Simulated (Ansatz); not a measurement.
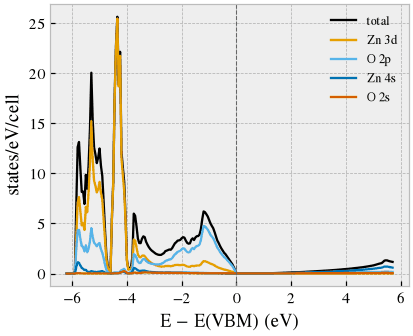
Figure. Total and projected density of states of ZnO (wurtzite, P6_3mc), DFT-PBE in the program Ansatz with PAW potentials

### Question
Which orbitals carry the states next to the gap?

### Answer
Top 1 eV of the valence band: O 2p 78 %, Zn 3d 19 %. Bottom 1 eV of the conduction band: Zn 4s 56 %, O 2p 22 %, O 2s 20 %. Projections are on Löwdin-orthogonalised atomic valence shells; empty p or d shells of many metals are not among them.

### Question
Where is the tallest occupied peak in this window, and what makes it?

### Answer
Near -4.3 eV, about 26 states/eV per cell; the largest projected share is Zn 3d.

The PBE relaxation kept the symmetry of its start.

Potentials: the earlier of the program's two PAW sets.
